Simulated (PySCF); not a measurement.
**[Pb(CCH)]+: other functionals and bases at one geometry**

Aim: see how levels, charges and forces of [Pb(CCH)]+ depend on the level of theory. The species was built from a template and needn't be a known compound.

Method: several levels, as the steps say, no spin–orbit coupling; program: PySCF 2.14.0.

2 further runs of the same task are left out: 2 for a known fault of the program.

## 1. The system as given

4 atoms, charge 1, spin multiplicity 1.

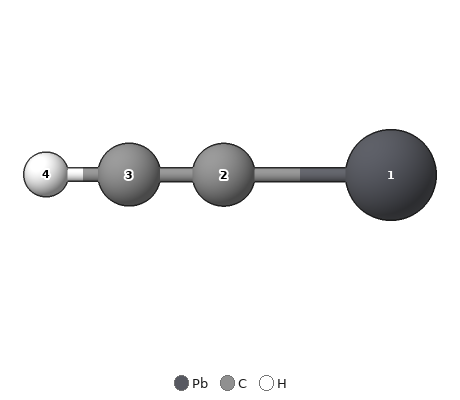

The structure; lead dark grey, carbon grey, hydrogen white; atoms are numbered from 1 in the order of the file.

As a file:

```xyz
4
charge 1, multiplicity 1
Pb    0.0000    0.0000   -0.1879
C     0.0000    0.0000    1.9875
C     0.0000    0.0000    3.2173
H     0.0000    0.0000    4.2985
```

Formal oxidation states: Pb +2. An earlier session relaxed this geometry at B3LYP, Pb def2-SVP with ECP60, C def2-SVP, H def2-SVP (singlet, point group C∞v).

At B3LYP on the finer grid: E = -269.353671 Eh, HOMO -12.98 eV, LUMO -8.84 eV, Mulliken charge on Pb1 +1.06 e, largest force component 0.013 eV/Å. 

Levels to run: BP86; r2SCAN; TPSS; PBE0; B3LYP, TZVP; B3LYP, x2c-SVP. Hardware: 2 threads of Arm Neoverse V2, shared host.

## 2. BP86

Input file run.py (the lines that set the calculation):

```python
mol = gto.M(atom='''
Pb     0.00000     0.00000    -0.18788
C      0.00000     0.00000     1.98748
C      0.00000     0.00000     3.21726
H      0.00000     0.00000     4.29846''',
    basis={'Pb': 'def2-SVP', 'C': 'def2-SVP', 'H': 'def2-SVP'},
    ecp={'Pb': 'def2-SVP'},
    charge=1, spin=0)
mf = dft.RKS(mol, xc='B88,P86')
mf.grids.atom_grid = (75, 302)
mf = mf.density_fit()  # fitting sets: Pb def2-universal-JKFIT, C def2-universal-JKFIT, H def2-universal-JKFIT
mf.conv_tol = 1e-08; mf.max_cycle = 55
mf.kernel(dm0)  # dm0: the density of the relaxed state
```

Started as:

```console
OMP_NUM_THREADS=2 python run.py
```

The program printed:

```text
init E= -269.429861591351
  HOMO = -0.447880052832079  LUMO = -0.348903829845139  gap/eV = 2.69328
cycle= 1 E= -269.430061621396  delta_E= -0.0002  |g|= 0.0488  |ddm|= 0.254
  HOMO = -0.467890702486289  LUMO = -0.342075425420791  gap/eV = 3.42361
cycle= 2 E= -269.422599838054  delta_E= 0.00746  |g|= 0.139  |ddm|= 0.252
  HOMO = -0.452548135264751  LUMO = -0.345148297086628  gap/eV = 2.92250
cycle= 3 E= -269.430937976177  delta_E= -0.00834  |g|= 0.0312  |ddm|= 0.177
  HOMO = -0.451297838497502  LUMO = -0.345153531377747  gap/eV = 2.88833
cycle= 4 E= -269.431170334616  delta_E= -0.000232  |g|= 0.00901  |ddm|= 0.0302
  HOMO = -0.45121556617079  LUMO = -0.345636783804864  gap/eV = 2.87295
cycle= 5 E= -269.431199629905  delta_E= -2.93e-05  |g|= 0.000873  |ddm|= 0.0122
  HOMO = -0.451185995578237  LUMO = -0.345568173996857  gap/eV = 2.87401
cycle= 6 E= -269.431199913016  delta_E= -2.83e-07  |g|= 0.000144  |ddm|= 0.00144
  HOMO = -0.451201378035021  LUMO = -0.345575231944074  gap/eV = 2.87423
cycle= 7 E= -269.431199920151  delta_E= -7.14e-09  |g|= 2.12e-05  |ddm|= 0.00023
  HOMO = -0.451209690572044  LUMO = -0.345572440555245  gap/eV = 2.87454
Extra cycle  E= -269.431199918617  delta_E= 1.53e-09  |g|= 6.3e-05  |ddm|= 0.000121
converged SCF energy = -269.431199918617
```

Run time: 1.2 s. Hardware: 2 threads of Arm Neoverse V2, shared host.

Read off: E = -269.431200 Eh, HOMO -12.28 eV, LUMO -9.40 eV, Mulliken charge on Pb1 +1.03 e, largest force component 1.072 eV/Å. 

## 3. r2SCAN

run.py (the lines that set the calculation): that of step 2 with these lines changed.

```diff
@@ -8,3 +8,3 @@
     charge=1, spin=0)
-mf = dft.RKS(mol, xc='B88,P86')
+mf = dft.RKS(mol, xc='R2SCAN')
 mf.grids.atom_grid = (75, 302)
```

Started as:

```console
OMP_NUM_THREADS=2 python run.py
```

The program printed:

```text
init E= -269.319815691328
  HOMO = -0.452540189406014  LUMO = -0.337136567070707  gap/eV = 3.14029
cycle= 1 E= -269.32037496382  delta_E= -0.000559  |g|= 0.0298  |ddm|= 0.201
  HOMO = -0.463886350669517  LUMO = -0.33322142419922  gap/eV = 3.55557
cycle= 2 E= -269.31837142483  delta_E= 0.002  |g|= 0.075  |ddm|= 0.133
  HOMO = -0.454978980435093  LUMO = -0.334818040898415  gap/eV = 3.26975
cycle= 3 E= -269.320678963841  delta_E= -0.00231  |g|= 0.0169  |ddm|= 0.096
  HOMO = -0.454242910927351  LUMO = -0.334637880060846  gap/eV = 3.25462
cycle= 4 E= -269.320755518777  delta_E= -7.66e-05  |g|= 0.00148  |ddm|= 0.0152
  HOMO = -0.454190031952792  LUMO = -0.334597133129499  gap/eV = 3.25429
cycle= 5 E= -269.320756197044  delta_E= -6.78e-07  |g|= 0.00024  |ddm|= 0.00201
  HOMO = -0.454193228670785  LUMO = -0.334567487381553  gap/eV = 3.25518
cycle= 6 E= -269.320756221635  delta_E= -2.46e-08  |g|= 5.04e-05  |ddm|= 0.000518
  HOMO = -0.454187503690343  LUMO = -0.334570398498232  gap/eV = 3.25495
cycle= 7 E= -269.320756222896  delta_E= -1.26e-09  |g|= 3.36e-06  |ddm|= 8.17e-05
  HOMO = -0.454187911499364  LUMO = -0.334569488320454  gap/eV = 3.25498
Extra cycle  E= -269.320756222887  delta_E= 8.87e-12  |g|= 5.55e-06  |ddm|= 1.8e-05
converged SCF energy = -269.320756222887
```

Run time: 1.7 s. Hardware: 2 threads of Arm Neoverse V2, shared host.

Result: E = -269.320756 Eh, HOMO -12.36 eV, LUMO -9.10 eV, Mulliken charge on Pb1 +1.10 e, largest force component 0.392 eV/Å. 

## 4. TPSS

run.py (the lines that set the calculation): that of step 3 with these lines changed.

```diff
@@ -8,3 +8,3 @@
     charge=1, spin=0)
-mf = dft.RKS(mol, xc='R2SCAN')
+mf = dft.RKS(mol, xc='TPSS')
 mf.grids.atom_grid = (75, 302)
```

Started as:

```console
OMP_NUM_THREADS=2 python run.py
```

The program printed:

```text
init E= -269.247414430836
  HOMO = -0.445026476711976  LUMO = -0.337820097448253  gap/eV = 2.91723
cycle= 1 E= -269.248182543049  delta_E= -0.000768  |g|= 0.0219  |ddm|= 0.177
  HOMO = -0.451879961718179  LUMO = -0.334899397635983  gap/eV = 3.18320
cycle= 2 E= -269.246634957997  delta_E= 0.00155  |g|= 0.0659  |ddm|=  0.1
  HOMO = -0.446508632069714  LUMO = -0.336080601272437  gap/eV = 3.00490
cycle= 3 E= -269.248342302753  delta_E= -0.00171  |g|= 0.0112  |ddm|= 0.0741
  HOMO = -0.445221062965986  LUMO = -0.335953076859111  gap/eV = 2.97333
cycle= 4 E= -269.248362845395  delta_E= -2.05e-05  |g|= 0.00671  |ddm|= 0.0154
  HOMO = -0.445725470370802  LUMO = -0.335936930880915  gap/eV = 2.98750
cycle= 5 E= -269.248375973686  delta_E= -1.31e-05  |g|= 0.000317  |ddm|= 0.00773
  HOMO = -0.445733899635193  LUMO = -0.33598851188454  gap/eV = 2.98632
cycle= 6 E= -269.248376011569  delta_E= -3.79e-08  |g|= 6.62e-05  |ddm|= 0.000796
  HOMO = -0.445735464245367  LUMO = -0.335983082696028  gap/eV = 2.98651
cycle= 7 E= -269.24837601356  delta_E= -1.99e-09  |g|= 6.17e-06  |ddm|= 0.000118
  HOMO = -0.445738090233279  LUMO = -0.335982295382387  gap/eV = 2.98661
Extra cycle  E= -269.248376013459  delta_E= 1.01e-10  |g|= 1.63e-05  |ddm|= 3.51e-05
converged SCF energy = -269.248376013459
```

It took 1.7 s on 2 threads of Arm Neoverse V2, shared host.

Result: E = -269.248376 Eh, HOMO -12.13 eV, LUMO -9.14 eV, Mulliken charge on Pb1 +1.07 e, largest force component 0.662 eV/Å. 

## 5. PBE0

run.py (the lines that set the calculation): that of step 4 with these lines changed.

```diff
@@ -8,3 +8,3 @@
     charge=1, spin=0)
-mf = dft.RKS(mol, xc='TPSS')
+mf = dft.RKS(mol, xc='PBE0')
 mf.grids.atom_grid = (75, 302)
```

Started as:

```console
OMP_NUM_THREADS=2 python run.py
```

The program printed:

```text
init E= -269.183663966872
  HOMO = -0.486348146118782  LUMO = -0.315464577846924  gap/eV = 4.64998
cycle= 1 E= -269.184309490486  delta_E= -0.000646  |g|= 0.00671  |ddm|= 0.255
  HOMO = -0.485933175707477  LUMO = -0.315363631251881  gap/eV = 4.64143
cycle= 2 E= -269.184294232105  delta_E= 1.53e-05  |g|= 0.0106  |ddm|= 0.0233
  HOMO = -0.48527400016881  LUMO = -0.315174095040269  gap/eV = 4.62865
cycle= 3 E= -269.184322012219  delta_E= -2.78e-05  |g|= 0.00269  |ddm|= 0.0106
  HOMO = -0.485020143348573  LUMO = -0.315190519128644  gap/eV = 4.62130
cycle= 4 E= -269.184323458751  delta_E= -1.45e-06  |g|= 0.00117  |ddm|= 0.00353
  HOMO = -0.485248613206321  LUMO = -0.315131433397923  gap/eV = 4.62912
cycle= 5 E= -269.184323997867  delta_E= -5.39e-07  |g|= 0.000262  |ddm|= 0.00172
  HOMO = -0.485201940346914  LUMO = -0.315132950580424  gap/eV = 4.62781
cycle= 6 E= -269.184324023528  delta_E= -2.57e-08  |g|= 2.99e-05  |ddm|= 0.000358
  HOMO = -0.485201173973943  LUMO = -0.315137322725099  gap/eV = 4.62767
cycle= 7 E= -269.184324023838  delta_E= -3.1e-10  |g|= 3.71e-06  |ddm|= 6.85e-05
  HOMO = -0.48519992336397  LUMO = -0.315136698665498  gap/eV = 4.62766
Extra cycle  E= -269.18432402384  delta_E= -2.5e-12  |g|= 3.08e-06  |ddm|= 1.21e-05
converged SCF energy = -269.18432402384
```

Run time: 1.1 s. Hardware: 2 threads of Arm Neoverse V2, shared host.

Read off: E = -269.184324 Eh, HOMO -13.20 eV, LUMO -8.58 eV, Mulliken charge on Pb1 +1.11 e, largest force component 0.235 eV/Å. 

## 6. B3LYP, TZVP

Basis: Pb def2-TZVP with ECP60, C def2-TZVP, H def2-TZVP. 

Input file run.py (the lines that set the calculation):

```python
mol = gto.M(atom='''
Pb     0.00000     0.00000    -0.18788
C      0.00000     0.00000     1.98748
C      0.00000     0.00000     3.21726
H      0.00000     0.00000     4.29846''',
    basis={'Pb': 'def2-TZVP', 'C': 'def2-TZVP', 'H': 'def2-TZVP'},
    ecp={'Pb': 'def2-TZVP'},
    charge=1, spin=0)
mf = dft.RKS(mol, xc='B3LYP')
mf.grids.atom_grid = (75, 302)
mf = mf.density_fit()  # fitting sets: Pb def2-universal-JKFIT, C def2-universal-JKFIT, H def2-universal-JKFIT
mf.conv_tol = 1e-08; mf.max_cycle = 55
mf.kernel(dm0)  # dm0: free metal ions and neutral atoms
```

Started as:

```console
OMP_NUM_THREADS=2 python run.py
```

The program printed:

```text
init E= -272.585108637697
  HOMO = -0.390222508550872  LUMO = -0.26236637807834  gap/eV = 3.47914
cycle= 1 E= -265.333876210424  delta_E= 7.25  |g|= 2.68  |ddm|= 4.62
cycle= 2 E= -199.30835032491  delta_E=   66  |g|= 10.5  |ddm|= 12.2
  HOMO = -0.8602840883953  LUMO = -0.858615959113985  gap/eV = 0.04539
cycle= 3 E= -264.358296688306  delta_E=  -65  |g|= 3.77  |ddm|= 10.5
  HOMO = -0.432683288192882  LUMO = -0.426521142147416  gap/eV = 0.16768
cycle= 4 E= -268.961223459131  delta_E= -4.6  |g|= 1.16  |ddm|= 4.32
  HOMO = -0.551412754684704  LUMO = -0.305754584686991  gap/eV = 6.68470
cycle= 5 E= -269.25131534915  delta_E= -0.29  |g|= 0.868  |ddm|= 1.89
  HOMO = -0.496542997385626  LUMO = -0.294298610823343  gap/eV = 5.50335
cycle= 6 E= -269.310463970615  delta_E= -0.0591  |g|= 0.656  |ddm|= 0.807
  HOMO = -0.468715866065789  LUMO = -0.326960368055582  gap/eV = 3.85736
cycle= 7 E= -269.446626541502  delta_E= -0.136  |g|= 0.106  |ddm|= 0.801
  HOMO = -0.477985627347366  LUMO = -0.328302723957424  gap/eV = 4.07308
cycle= 8 E= -269.448203753595  delta_E= -0.00158  |g|= 0.0344  |ddm|= 0.223
  HOMO = -0.476104423822923  LUMO = -0.325703278457117  gap/eV = 4.09262
cycle= 9 E= -269.448450756445  delta_E= -0.000247  |g|= 0.00598  |ddm|= 0.0742
  HOMO = -0.476377729502563  LUMO = -0.325995637441311  gap/eV = 4.09211
cycle= 10 E= -269.448462991502  delta_E= -1.22e-05  |g|= 0.000323  |ddm|= 0.00715
  HOMO = -0.476362454144595  LUMO = -0.325977472509899  gap/eV = 4.09218
cycle= 11 E= -269.448463010158  delta_E= -1.87e-08  |g|= 0.000224  |ddm|= 0.00142
  HOMO = -0.476381068075437  LUMO = -0.32597587210808  gap/eV = 4.09273
cycle= 12 E= -269.448463026309  delta_E= -1.62e-08  |g|= 3.89e-05  |ddm|= 0.000285
  HOMO = -0.476386184042508  LUMO = -0.32597274835981  gap/eV = 4.09296
cycle= 13 E= -269.448463026853  delta_E= -5.44e-10  |g|= 6.41e-06  |ddm|= 7.66e-05
  HOMO = -0.476387373803342  LUMO = -0.325972410351686  gap/eV = 4.09300
Extra cycle  E= -269.448463026811  delta_E= 4.18e-11  |g|= 1.36e-05  |ddm|= 2.24e-05
converged SCF energy = -269.448463026811
```

It took 4.1 s on 2 threads of Arm Neoverse V2, shared host.

Result: E = -269.448463 Eh, HOMO -12.96 eV, LUMO -8.87 eV, Mulliken charge on Pb1 +1.26 e, largest force component 0.815 eV/Å. 

## 7. B3LYP, x2c-SVP

Basis: Pb x2c-SVPall, C x2c-SVPall, H x2c-SVPall. All electrons are treated, with the spin-free X2C Hamiltonian.

Input file run.py (the lines that set the calculation):

```python
mol = gto.M(atom='''
Pb     0.00000     0.00000    -0.18788
C      0.00000     0.00000     1.98748
C      0.00000     0.00000     3.21726
H      0.00000     0.00000     4.29846''',
    basis={'Pb': 'x2c-SVPall', 'C': 'x2c-SVPall', 'H': 'x2c-SVPall'},
    nucmod='G',
    charge=1, spin=0)
mf = dft.RKS(mol, xc='B3LYP')
mf.grids.atom_grid = (99, 590)
mf = mf.density_fit()  # fitting sets: Pb AutoAux, C AutoAux, H AutoAux
mf = mf.sfx2c1e()
mf.conv_tol = 1e-08; mf.max_cycle = 55
mf.kernel(dm0)  # dm0: free metal ions and neutral atoms
```

Started as:

```console
OMP_NUM_THREADS=2 python run.py
```

The program printed:

```text
init E= -20964.6851658109
  HOMO = -0.387733613008072  LUMO = -0.2550309226145  gap/eV = 3.61102
cycle= 1 E= -20957.3868175986  delta_E=  7.3  |g|= 2.58  |ddm|= 4.08
cycle= 2 E= -20891.313907586  delta_E= 66.1  |g|= 9.44  |ddm|= 19.1
  HOMO = -0.817374774564852  LUMO = -0.814809948321263  gap/eV = 0.06979
cycle= 3 E= -20957.2708839833  delta_E=  -66  |g|= 2.91  |ddm|= 17.9
  HOMO = -0.468702655898847  LUMO = -0.319910632159381  gap/eV = 4.04884
cycle= 4 E= -20961.3443243101  delta_E= -4.07  |g|= 0.614  |ddm|= 4.59
  HOMO = -0.515164333270708  LUMO = -0.322618596311593  gap/eV = 5.23944
cycle= 5 E= -20961.3927873747  delta_E= -0.0485  |g|= 0.669  |ddm|= 1.38
  HOMO = -0.506895877052284  LUMO = -0.310595913780242  gap/eV = 5.34159
cycle= 6 E= -20961.4555997601  delta_E= -0.0628  |g|= 0.366  |ddm|= 0.678
  HOMO = -0.480779119676997  LUMO = -0.324808754877922  gap/eV = 4.24417
cycle= 7 E= -20961.5043715762  delta_E= -0.0488  |g|= 0.0517  |ddm|= 0.445
  HOMO = -0.473325555212547  LUMO = -0.325833182399182  gap/eV = 4.01347
cycle= 8 E= -20961.5054732538  delta_E= -0.0011  |g|= 0.0216  |ddm|= 0.0996
  HOMO = -0.476259300780886  LUMO = -0.326000039484157  gap/eV = 4.08876
cycle= 9 E= -20961.5055982865  delta_E= -0.000125  |g|= 0.00233  |ddm|= 0.0247
  HOMO = -0.476609976449185  LUMO = -0.325861078960319  gap/eV = 4.10209
cycle= 10 E= -20961.5055997797  delta_E= -1.49e-06  |g|= 0.000529  |ddm|= 0.00381
  HOMO = -0.476650933361222  LUMO = -0.32586977251505  gap/eV = 4.10296
cycle= 11 E= -20961.5055998161  delta_E= -3.64e-08  |g|= 0.000343  |ddm|= 0.000769
  HOMO = -0.47668123216302  LUMO = -0.325852402474363  gap/eV = 4.10426
cycle= 12 E= -20961.5055998611  delta_E= -4.5e-08  |g|= 5.37e-05  |ddm|= 0.000427
  HOMO = -0.476691279153808  LUMO = -0.325850678742401  gap/eV = 4.10458
cycle= 13 E= -20961.5055998622  delta_E= -1.12e-09  |g|= 1.9e-06  |ddm|= 7e-05
  HOMO = -0.476691324309361  LUMO = -0.325850047477622  gap/eV = 4.10460
Extra cycle  E= -20961.5055998622  delta_E= 1.46e-11  |g|= 3.68e-06  |ddm|= 1.05e-05
converged SCF energy = -20961.5055998622
```

It took 11 s on 2 threads of Arm Neoverse V2, shared host.

Read off: E = -20961.505600 Eh, HOMO -12.97 eV, LUMO -8.87 eV, Mulliken charge on Pb1 +1.11 e, largest force component 0.421 eV/Å. 

## 8. Results

| level | state | HOMO (eV) | gap (eV) | charge on Pb1 (e) | dipole (D) | largest force (eV/Å) | basis functions | time |
| --- | --- | --- | --- | --- | --- | --- | --- | --- |
| B3LYP (relaxed here) | singlet | -12.98 | 4.13 | 1.06 | 1.06 | 0.01 | 59 | 2.5 s |
| BP86 | singlet | -12.28 | 2.87 | 1.03 | 1.33 | 1.07 | 59 | 1.2 s |
| r2SCAN | singlet | -12.36 | 3.25 | 1.10 | 1.11 | 0.39 | 59 | 1.7 s |
| TPSS | singlet | -12.13 | 2.99 | 1.07 | 1.20 | 0.66 | 59 | 1.7 s |
| PBE0 | singlet | -13.20 | 4.63 | 1.11 | 0.90 | 0.23 | 59 | 1.1 s |
| B3LYP, TZVP | singlet | -12.96 | 4.09 | 1.26 | 0.94 | 0.82 | 118 | 4.1 s |
| B3LYP, x2c-SVP | singlet | -12.97 | 4.10 | 1.11 | 1.06 | 0.42 | 95 | 11 s |

Times are on 2 threads of Arm Neoverse V2, shared host; the first row also made further properties. The dipole of a charged species depends on the origin, so these sizes hold for this origin alone.

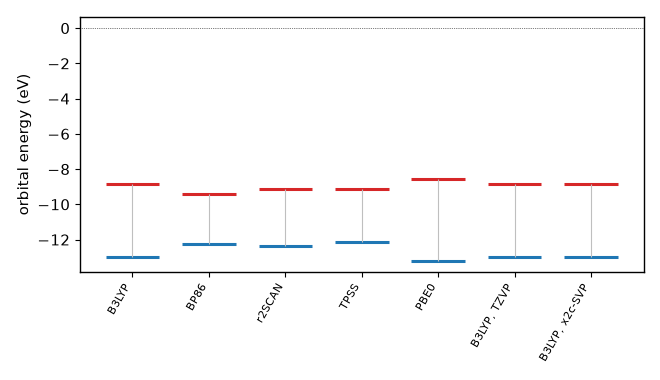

Highest filled and lowest empty level, method by method.

In one basis the HOMO–LUMO gap runs from 2.87 eV (BP86) to 4.63 eV (PBE0). The largest leftover force, 1.07 eV/Å with BP86, stands at a geometry relaxed at another level. The Mulliken charge on Pb spans +1.03 to +1.26 e over the levels. Total energies of different levels can't be compared. Spin–orbit coupling is left out throughout.
